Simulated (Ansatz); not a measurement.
# Effect of Cu → Ag on Cu

Take Cu in the fcc (Cu type) structure (space group Fm-3m, No. 225; a = 3.577 Å) as the base.

It is then changed as follows: every Cu is replaced by Ag, then cell and atoms are relaxed.

Calculations: plane-wave PAW DFT at the r2SCAN level (Ansatz, a program for electronic structure, 500 eV), spin-orbit coupling left out. Γ-centred 19×19×19 mesh, Fermi–Dirac width 0.05 eV, for the changed cell.

```yaml
volume_per_atom: 17.30 Å³ (base 11.44 Å³)
lattice_parameter_a: 4.105 Å (base 3.577 Å)
shortest_interatomic_distance: 2.903 Å (base 2.529 Å)
band_gap: zero (base zero)
```

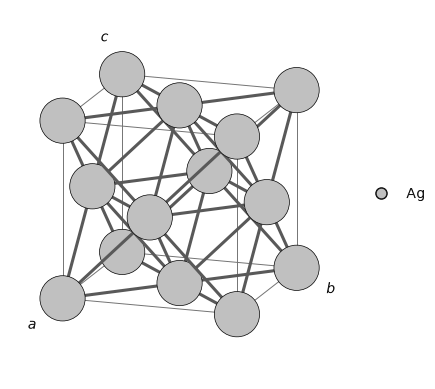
Figure: The relaxed conventional cell after the change

Whether these cells are dynamically stable was not tested. All final runs are without spin polarisation.
